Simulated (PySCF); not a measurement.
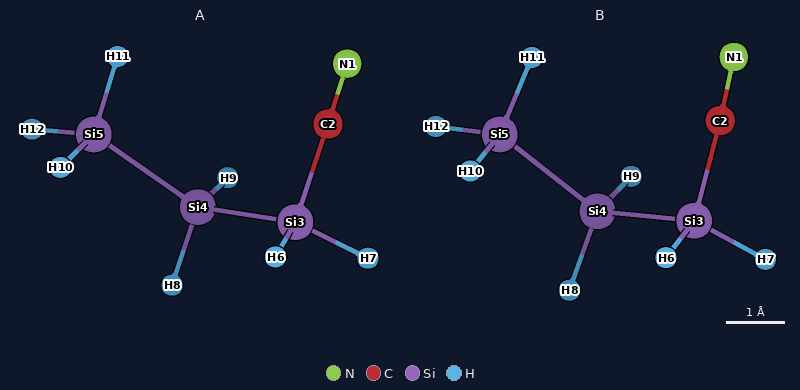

Two geometries of CH₇NSi₃, drawn at one scale. One is the start of a relaxation, the other its converged end. Style: ball-and-stick. Shown at a tilt.

Theory: PBE0-D3(BJ)/def2-SVP geometry optimisation, gas phase (PySCF 2.14.0, density-fitted response routines). 

### Which one is relaxed?

Structure B is the relaxed one. The start comes from GFN2-xTB. Its atoms were then displaced at random by about 0.01 Å. The atom that moves furthest after the best rigid fit is N1 (0.27 Å). Largest moves by element: N 0.27 Å, H 0.26 Å, C 0.15 Å, Si 0.13 Å. Among the contacts that change: Si3–Si4 2.277 → 2.344 Å, Si4–H9 1.443 → 1.495 Å, Si5–H12 1.450 → 1.494 Å, Si5–H11 1.461 → 1.493 Å. Bond angles that change, for instance: Si3–Si4–Si5 116.5° → 107.7°, H8–Si4–H9 103.0° → 109.5°, Si4–Si3–H7 119.7° → 114.7°. The energy falls by 5.17 kcal/mol in 6 geometry steps. The run took 37 s on 1 thread of Arm Neoverse V1, on a shared host.
